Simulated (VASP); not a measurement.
Band structure of BaTe (space group Fm-3m). These are PBE GGA, VASP's PBE PAW potentials (set 64) (plane waves; VASP) values and carry that method's errors.

Unless said otherwise, spin-orbit coupling is left out, though it shifts the bands of the heavy elements here.

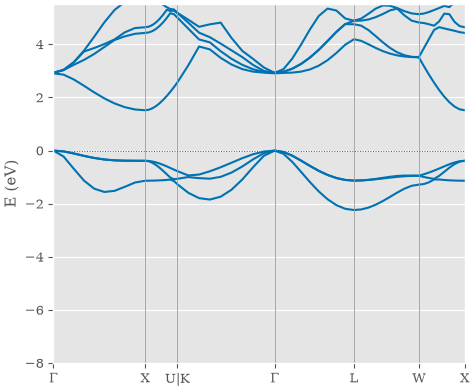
Figure: Bands along high-symmetry lines, zero at the valence-band maximum or, without a gap, the Fermi level

### Question
Read the plot: is there a gap, and where are the band edges?

### Answer
The gap is indirect, 1.52 eV, from the valence maximum at Γ to the conduction minimum at X.

The structure is a typed BaTe crystal (Fm-3m). The cell was not relaxed at this level.
